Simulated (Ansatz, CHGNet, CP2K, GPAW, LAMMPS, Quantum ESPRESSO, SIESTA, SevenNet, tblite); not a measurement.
# Running glassy 40SiO2-28Al2O3-16Li2O-16SrO (mol %) (85 atoms) with GPAW

Wanted: GPAW inputs and outputs for glassy 40SiO2-28Al2O3-16Li2O-16SrO (mol %) (85 atoms), checked against a plane-wave reference.

Calculated with GPAW 26.7.0; the method is named at each step.

### 1. Set-up

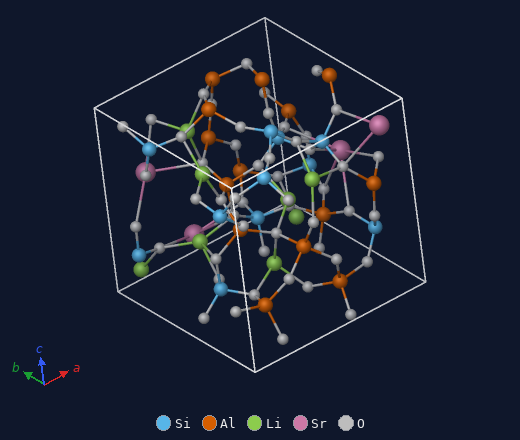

The starting structure, seen from a free direction (silicon blue, aluminium orange, lithium green, strontium pink, oxygen light grey). Some periodic images of atoms are drawn too.

The cell holds 85 atoms: 10 Si, 14 Al, 8 Li, 4 Sr and 49 O. Cell: a = 10.152 Å, b = 10.152 Å, c = 10.152 Å, α = 90.0°, β = 90.0°, γ = 90.0°. 85 atoms (10 Si, 14 Al, 8 Li, 4 Sr, 49 O) placed at random at 2.93 g/cm³, melted at 4000 K for 10 ps at fixed volume with the Morse and Coulomb pair potential with partial charges (Pedone, Malavasi, Menziani, Cormack and Segre, J. Phys. Chem. B 110, 11780 (2006)). Quenched from 4000 K to 300 K at 6 K/ps and fixed volume, held 5 ps, then minimised at fixed cell.

The yardstick, on the same geometry:

| Property | Result |
| --- | --- |
| method | Kohn-Sham DFT, PBE, SSSP efficiency 1.3.0 pseudopotentials, plane waves (Quantum ESPRESSO 7.5); sssp-pbe-1.3.0-efficiency, cutoffs 60/480 Ry, Γ point |
| r.m.s. force component | 0.7583 eV/Å |
| longest force | 3.052 eV/Å |
| pressure | 4.618 GPa |
| gap (highest filled to lowest empty level) | 3.671 eV |
| time | 2.4 min on 4 MPI ranks of Arm Neoverse V2, shared host |
| CPU time | 9.5 min |

### 2. PBE, LCAO dzp, h 0.18 Å

Method: Kohn-Sham DFT, PBE, PAW, atomic orbitals (dzp).

run.py reads:

```python
import numpy as np
from ase.io import read
from gpaw import GPAW, FermiDirac

atoms = read("structure.xyz")
atoms.calc = GPAW(
    mode="lcao",
    basis="dzp",
    h=0.18,
    xc="PBE",
    kpts={"size": (1, 1, 1), "gamma": True},
    occupations=FermiDirac(0.05),
    maxiter=200,
    symmetry={"point_group": False},
    txt="gpaw.txt",
)
energy = atoms.get_potential_energy(force_consistent=True)
forces = atoms.get_forces()
print(f"energy {energy:.6f} eV")
print("forces (eV/A)")
for i, (a, f) in enumerate(zip(atoms, forces)):
    print(f"{i:4d} {a.symbol:2s} {f[0]:10.5f} {f[1]:10.5f} {f[2]:10.5f}")
print(f"Fermi level {atoms.calc.get_fermi_level():.4f} eV")
for k in range(len(atoms.calc.get_ibz_k_points())):
    for s in range(atoms.calc.get_number_of_spins()):
        e = atoms.calc.get_eigenvalues(kpt=k, spin=s)
        n = np.searchsorted(e, atoms.calc.get_fermi_level())
        print(f"k {k} spin {s} levels about the Fermi level:", np.round(e[max(n - 6, 0):n], 4).tolist(), "|", np.round(e[n:n + 6], 4).tolist())
```

structure.xyz reads:

```xyz
85
Lattice="10.15170 0.00000 0.00000 0.00000 10.15170 0.00000 0.00000 0.00000 10.15170" Properties=species:S:1:pos:R:3 pbc="T T T"
Si 7.68545 3.29270 7.52860
Si 1.20562 2.93547 6.73068
Si 1.94263 4.67283 1.59026
Si 2.74411 1.22765 8.85137
Si 9.21632 2.13145 2.56635
Si 0.87863 7.43856 8.61930
Si 10.15119 8.09060 2.92247
Si 7.20882 6.08919 6.74885
Si 5.00946 3.45117 9.31500
Si 6.00422 6.84214 2.58635
Al 9.57305 4.74612 9.61792
Al 3.08074 4.13712 4.56380
Al 6.96457 6.42988 9.93222
Al 4.78318 1.68346 3.87815
Al 6.50125 1.59605 1.14075
Al 8.59585 5.26345 2.19003
Al 5.74698 9.57762 5.93458
Al 4.47243 6.77372 5.19534
Al 2.27611 1.76193 1.82568
Al 3.78070 6.43486 9.83649
Al 9.53214 8.32054 6.09985
Al 7.40648 9.74898 3.22164
Al 8.79797 1.18734 5.59511
Al 6.04077 9.06171 9.25855
Li 2.45752 5.69114 7.24730
Li 2.66797 6.89605 2.89060
Li 9.09724 8.16582 0.53784
Li 1.11760 9.66614 0.89680
Li 4.66745 4.04474 1.96019
Li 3.75877 8.35099 7.80818
Li 5.56729 1.43880 7.29501
Li 6.25304 4.56867 4.47081
Sr 2.28880 9.98694 5.54699
Sr 9.09552 0.58230 8.92284
Sr 4.02627 9.24180 1.58803
Sr 10.03140 5.28924 5.02205
O 7.12822 9.46473 4.89982
O 2.80725 5.95661 1.14755
O 4.63466 6.76235 3.42529
O 7.16202 5.85550 3.12297
O 9.48768 9.99496 6.39821
O 8.66265 1.26947 3.83785
O 8.16694 5.31827 0.51337
O 0.01259 8.07629 4.49720
O 6.23071 3.28326 8.24572
O 2.39925 0.88228 0.26628
O 3.25575 5.61267 5.46243
O 1.51281 1.97268 8.01862
O 0.63489 4.45254 0.72158
O 4.40594 8.39292 5.71632
O 5.67226 3.04104 0.60464
O 8.81878 3.44772 8.65595
O 0.59702 1.78132 2.27165
O 8.98537 3.71430 2.86745
O 8.33485 7.09898 6.34187
O 2.40047 6.92417 8.79838
[... 25 atom lines left out ...]
O 5.94473 6.15010 5.81073
O 5.98697 0.34028 0.10081
O 2.41712 2.90785 5.61968
O 3.08277 10.13759 8.00248
```

Command:

```bash
> OMP_NUM_THREADS=1 python run.py > output.txt
```

Output:

```text
energy -568.788862 eV
forces (eV/A)
   0 Si    0.26282    1.33994    0.94155
   1 Si    0.90368   -0.37549   -0.58920
   2 Si   -0.14524   -0.60009    0.38415
   3 Si   -0.34529    1.54467   -0.09487
   4 Si   -0.14798    0.37731   -0.32611
   5 Si   -0.99056   -0.11136    1.60925
   6 Si   -0.71718   -0.27902   -0.49016
   7 Si   -0.05722   -0.59875    1.24586
   8 Si    0.23848   -0.72873    0.67441
   9 Si    1.32864    0.42472   -0.04532
  10 Al    0.34654    0.18354   -0.04890
  11 Al   -0.32246   -0.55645   -0.60405
  12 Al    0.30436    0.48934    0.49511
  13 Al    0.16779    0.48119   -0.37174
  14 Al   -0.00761    0.33853    0.01060
  15 Al   -0.35883    0.68672   -0.16764
  16 Al    0.19268   -0.87134   -1.10810
  17 Al    0.80643    0.03905   -0.35638
  18 Al   -0.44937    1.41913    0.05910
  19 Al   -0.04662   -0.20306    0.91081
  20 Al   -0.80741   -0.16001    0.01553
  21 Al    0.33323    0.06607   -0.32859
  22 Al    0.41716    0.53724   -0.62037
  23 Al    0.54164   -0.51039    0.24218
[...]
77 O    -1.03672   -0.59126    0.90806
  78 O    -1.13606   -1.80411   -0.12045
  79 O    -1.23850   -0.11793    0.15155
  80 O     0.47873   -1.46115   -0.10174
  81 O    -0.78372   -0.91521   -1.36198
  82 O    -0.52659   -0.28234   -0.24432
  83 O     1.23294   -1.38282   -0.59113
  84 O     0.84044   -3.10267   -2.25994
Fermi level 4.5523 eV
k 0 spin 0 levels about the Fermi level: [2.9048, 2.9222, 2.9508, 3.0078, 3.2291, 3.3038] | [6.8718, 8.036, 8.4162, 8.4684, 8.5917, 8.6329]
```

gpaw.txt:

```text
Input parameters:
  mode=LCAO(),
  basis={'default': 'dzp'},
  h=0.18,
  kpts=MonkhorstPack(size=(1, 1, 1), gamma=True),
  maxiter=200,
  occupations=Occupations(name='fermi-dirac', width=0.05, fixmagmom=False),
  symmetry=Symmetry(point_group=False),
  xc=XC(name='PBE')
Unit cell  # Å
| periodic |         x |         y |         z |   lengths |    angles |
|----------|-----------|-----------|-----------|-----------|-----------|
|      yes | 10.151700 |  0.000000 |  0.000000 | 10.151700 | 90.000000 |
|      yes |  0.000000 | 10.151700 |  0.000000 | 10.151700 | 90.000000 |
|      yes |  0.000000 |  0.000000 | 10.151700 | 10.151700 | 90.000000 |
Number of symmetries: 1
Symmetry operations  # r_c * U_cc + t_c -> r_c
|   | kind |            matrix            |
|---|------|------------------------------|
| 0 |  E   |  1, 0, 0,  0, 1, 0,  0, 0, 1 |
BZ-sampling:
  Number of BZ points: 1
  Number of IBZ points: 1
  Monkhorst-Pack size: [1, 1, 1]
  Monkhorst-Pack shift: [0, 0, 0]
[... lines left out ...]
Reference energy: -618922.513560  # eV
eigensolver:
density mixing:
  MSR1-Mixer
occupation numbers:
  Fermi-Dirac:
    width: 0.0500  # eV
FastPoissonSolver using
    Stencil: 6*3+1=19 point O(h^6) finite-difference Laplacian
xc functional:
  name: PBE with 2 nearest neighbor stencil
interpolation: tri-quintic # 5. degree polynomial
Initialization done in: 9.942 s
convergence criteria:
- Maximum [total energy] change in last 3 cyles: 0.0005 eV / valence electron
- Maximum integral of absolute [dens]ity change: 0.0001 electrons / valence electron
- Maximum integral of absolute [eigenst]ate change: 4e-08 eV^2 / valence electron
maximum number of iterations: 200
SCF iterations
|iter     |      energy | eigst |  dens |
|---------|-------------|-------|-------|
|iter:   1| -620.403407 |      c|       |
|iter:   2| -606.808783 |      c| -0.77 |
|iter:   3| -568.085179 |      c| -0.82 |
|iter:   4| -568.540057 |      c| -1.42 |
|iter:   5| -568.814177 |      c| -1.70 |
|iter:   6| -568.789518 |      c| -2.45 |
|iter:   7| -568.788929c|      c| -3.15 |
|iter:   8| -568.788872c|      c| -3.59 |
|iter:   9| -568.788862c|      c| -4.00c|
Converged in 9 steps
SCF loop duration: 160.711 s (17.857 s/step)
Energy contributions relative to reference atoms: (reference = -618922.513560)
Energy contributions:
  Kinetic:         753.858966
  Coulomb:        -659.692913
  Zero:              8.473322
  External:          0.000000
  Xc:             -671.428236
  Entropy:          -0.000000
  Spinorbit:         0.000000
  ----------------------------
  Free energy:    -568.788862
  Extrapolated:   -568.788862
dipole moment: (90.594210, 83.049978, 14.389920)  # |e|*Ang
Fermi level: 4.552
Eigenvalues  # (at kpt = [0.000, 0.000, 0.000])
| band index |      eig [eV] | occ [0-2] |
|------------|---------------|-----------|
|          0 |       -31.135 |     2.000 |
|        ... |               |           |
|        204 |         2.708 |     2.000 |
|        205 |         2.825 |     2.000 |
[...]
|        219 |         8.860 |     0.000 |
|        ... |               |           |
|        258 |        11.753 |     0.000 |
Gap: 3.568 eV
Transition (v -> c):
  (s=0, k=0, n=211, [0.00, 0.00, 0.00]) -> (s=0, k=0, n=212, [0.00, 0.00, 0.00])
No difference between direct/indirect transitions
Force computation time: 45.469  # s
timing:  # [seconds]
  Total:  216.153  # ━━━━━━━━━━━━━━━━━━━━━━━━━━━━━━━━━━━━━━━━━━━━━━━━━━━━━━━━
  Init:     9.941  # ━━╸
  SCF:    160.711  # ━━━━━━━━━━━━━━━━━━━━━━━━━━━━━━━━━━━━━━━━━╸
  Forces:  45.469  # ━━━━━━━━━━━━
```

Run time: 3.6 min. Hardware: 1 thread of Arm Neoverse V2, shared host; peak memory 1.7 GiB.

Banners, paths, timers and routine set-up lines are dropped from the logs unmarked, and long logs keep their key lines alone; longer cuts are marked.

Compared with the plane-wave run:

| Quantity | Value |
| --- | --- |
| r.m.s. force component | 0.9985 eV/Å |
| r.m.s. difference of force components | 269.5 meV/Å |
| longest difference of force vectors | 898.9 meV/Å |
| force difference over r.m.s. force | 35.54 % |
| slope of forces against the reference's | 1.304 |
| correlation of force components | 0.9901 |
| gap (highest filled to lowest empty level) | 3.568 eV |
| gap difference | -0.1028 eV |

This run lies far from the reference in forces at the same functional. Basis and potentials both differ; the latter hold 424 valence electrons against the reference's 440.

Length of the force difference by element (eV/Å):

| element | atoms | mean | most |
| --- | --- | --- | --- |
| Al | 14 | 0.21 | 0.34 |
| Li | 8 | 0.14 | 0.19 |
| O | 49 | 0.56 | 0.90 |
| Si | 10 | 0.19 | 0.26 |
| Sr | 4 | 0.080 | 0.17 |

Levels nearest the highest filled one (eV from it): -0.40, -0.38, -0.35, -0.30, -0.07, 0.00, 3.57, 4.73, 5.11, 5.16, 5.29, 5.33.

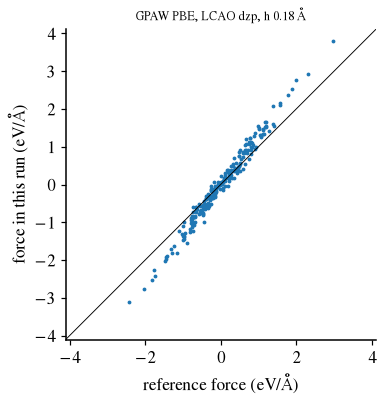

Force components against those of the reference; the line marks equality.

The surroundings of Al22, picked at random, nearest first, numbered as they follow in the input and with coordinates relative to it.

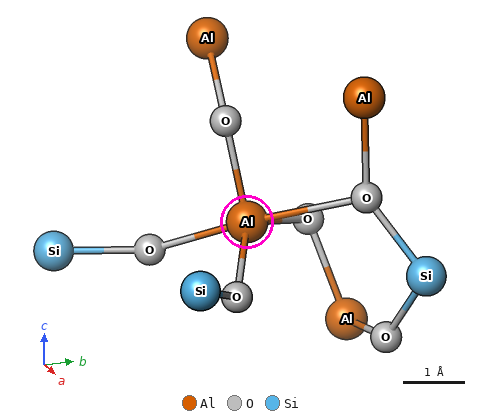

The atoms of the table, within 3.3 Å (arrows a, b, c point along x, y, z); some may hide others; the central atom is ringed.

| atom | x | y | z | distance (Å) | bonds | Fx | Fy | Fz (eV/Å) |
| --- | --- | --- | --- | --- | --- | --- | --- | --- |
| Al22 | 0.00 | 0.00 | 0.00 | 0.00 | 5 | 0.33 | 0.07 | -0.33 |
| O37 | -0.28 | -0.28 | 1.68 | 1.72 | 2 | 1.29 | 0.19 | 0.86 |
| O74 | -1.04 | -1.36 | -0.65 | 1.83 | 3 | -0.22 | 2.38 | -0.63 |
| O63 | 1.58 | -0.67 | -0.80 | 1.90 | 3 | -1.30 | 1.65 | -1.43 |
| O72 | -1.32 | 1.47 | -0.44 | 2.02 | 4 | 0.35 | -0.68 | 0.18 |
| O42 | 1.26 | 1.67 | 0.62 | 2.18 | 3 | -0.99 | -1.08 | 0.39 |
| O70 | 0.85 | 2.14 | -1.93 | 3.00 | 3 | 0.37 | -0.61 | -1.54 |
| Al15 | -0.91 | 2.00 | -2.08 | 3.02 | 4 | -0.01 | 0.34 | 0.01 |
| Al23 | 1.39 | 1.59 | 2.37 | 3.18 | 4 | 0.42 | 0.54 | -0.62 |
| Si5 | 1.81 | 2.53 | -0.66 | 3.18 | 4 | -0.15 | 0.38 | -0.33 |
| Al17 | -1.66 | -0.17 | 2.71 | 3.18 | 4 | 0.19 | -0.87 | -1.11 |
| Si7 | 2.74 | -1.66 | -0.30 | 3.22 | 4 | -0.72 | -0.28 | -0.49 |
| Si10 | -1.40 | -2.91 | -0.64 | 3.29 | 4 | 1.33 | 0.42 | -0.05 |

Atoms are counted from 1 here, from 0 in the log.

Forces lie 36 % from the reference's, at 0.38 times its CPU time (on 1 against 4 cores).

The difference per atom is largest on O (0.56 eV/Å on average, against 0.21 on Al).

### 3. PBE, LCAO sz(dzp), h 0.18 Å

Method: Kohn-Sham DFT, PBE, PAW, atomic orbitals (sz(dzp)).

run.py, as its differences from that of step 2:

```diff
@@ -7,3 +7,3 @@
     mode="lcao",
-    basis="dzp",
+    basis="sz(dzp)",
     h=0.18,
```

structure.xyz is that of step 2.

Output:

```text
energy -466.932639 eV
forces (eV/A)
   0 Si   -0.06875    1.29098    1.10129
   1 Si    0.79897   -1.94400    0.15425
   2 Si   -1.15638   -0.09017   -0.40056
   3 Si   -0.58532    2.31756    0.84537
   4 Si    0.85625    0.61231   -0.12568
   5 Si   -0.24468   -0.21346    1.69065
   6 Si   -0.44541   -0.33048   -0.21824
   7 Si   -0.32131    0.09254    0.89315
   8 Si    0.16805   -0.45365    0.19874
   9 Si    1.02703    0.38636    0.34952
  10 Al    0.67693   -0.23036   -0.33067
  11 Al   -0.52439   -0.63328   -0.42978
  12 Al    0.13789   -0.33895   -0.01985
  13 Al    0.25044    0.40057    0.02259
  14 Al    0.03262    0.81900   -0.48371
  15 Al    0.00277    0.46888    0.54358
  16 Al    0.36109   -1.29072   -0.96006
  17 Al    0.77636    0.03804   -0.22913
  18 Al   -0.94373    1.13449   -0.18854
  19 Al   -0.26499   -0.48902    1.09573
  20 Al   -0.89124   -0.60798   -0.16117
  21 Al    0.84121    0.11843   -0.86852
  22 Al    0.05452    0.84895   -0.83055
  23 Al    0.75475    0.00794   -0.07894
[...]
77 O    -1.25264   -0.67493    2.79945
  78 O    -1.02592   -3.58811   -1.07035
  79 O    -1.38676    0.16875    0.27351
  80 O    -0.10543   -3.09064   -0.55763
  81 O    -2.21967   -0.88221   -2.49279
  82 O    -0.83071   -0.32333   -0.19570
  83 O     2.49732   -1.60710   -1.69449
  84 O     1.44278   -5.38540   -4.17988
Fermi level 6.2455 eV
k 0 spin 0 levels about the Fermi level: [4.2337, 4.252, 4.3084, 4.3217, 4.5594, 4.6538] | [7.5583, 9.1444, 9.463, 9.519, 9.6537, 9.6794]
```

gpaw.txt:

```text
Input parameters:
  mode=LCAO(),
  basis={'default': 'sz(dzp)'},
  h=0.18,
  kpts=MonkhorstPack(size=(1, 1, 1), gamma=True),
  maxiter=200,
  occupations=Occupations(name='fermi-dirac', width=0.05, fixmagmom=False),
  symmetry=Symmetry(point_group=False),
  xc=XC(name='PBE')
Unit cell  # Å
| periodic |         x |         y |         z |   lengths |    angles |
[... lines left out ...]
  Fermi-Dirac:
[... lines left out ...]
convergence criteria:
- Maximum [total energy] change in last 3 cyles: 0.0005 eV / valence electron
[... lines left out ...]
Converged in 10 steps
[... lines left out ...]
  Free energy:    -466.932639
  Extrapolated:   -466.932639
dipole moment: (90.714093, 81.583089, 15.744135)  # |e|*Ang
Fermi level: 6.246
Eigenvalues  # (at kpt = [0.000, 0.000, 0.000])
| band index |      eig [eV] | occ [0-2] |
|------------|---------------|-----------|
|          0 |       -29.950 |     2.000 |
|        ... |               |           |
|        204 |         4.030 |     2.000 |
|        205 |         4.143 |     2.000 |
[...]
|        219 |         9.911 |     0.000 |
|        ... |               |           |
|        258 |        13.392 |     0.000 |
Gap: 2.905 eV
Transition (v -> c):
  (s=0, k=0, n=211, [0.00, 0.00, 0.00]) -> (s=0, k=0, n=212, [0.00, 0.00, 0.00])
No difference between direct/indirect transitions
Force computation time: 10.476  # s
timing:  # [seconds]
  Total:  65.796  # ━━━━━━━━━━━━━━━━━━━━━━━━━━━━━━━━━━━━━━━━━━━━━━━━━━━━━━━━━
  Init:    6.957  # ━━━━━━
  SCF:    48.336  # ━━━━━━━━━━━━━━━━━━━━━━━━━━━━━━━━━━━━━━━━━━
  Forces: 10.476  # ━━━━━━━━━
```

It took 67 s on 1 thread; peak memory 1.3 GiB.

Compared with the plane-wave run:

```
r.m.s. force component                           : 1.647 eV/Å
r.m.s. difference of force components            : 1003 meV/Å
longest difference of force vectors              : 3957 meV/Å
force difference over r.m.s. force               : 132.2 %
slope of forces against the reference's          : 1.984
correlation of force components                  : 0.9136
gap (highest filled to lowest empty level) : 2.905 eV
gap difference                                   : -0.7663 eV
```

This is a coarse setting, run to see what it loses.

Against the first run (36 %), the force difference from the reference is 132 %, at 0.31 times the CPU time, with 352 basis functions against 1105: the smaller basis costs accuracy.

(Part 1 of 2 ends here.)

[Also dropped from logs without a mark: logging warnings of Python, and SIESTA's first energy breakdown and zero terms.]

[Logs are printed without paths, hosts, clocks, repeated set-up lines and the standing remarks that a program may print on its own settings, such as how far it seeks lower states.]

[Hosts, paths, dates, database ids (printed as entryN), source tags and the programs' standing remarks are cut or masked in the printed files.]
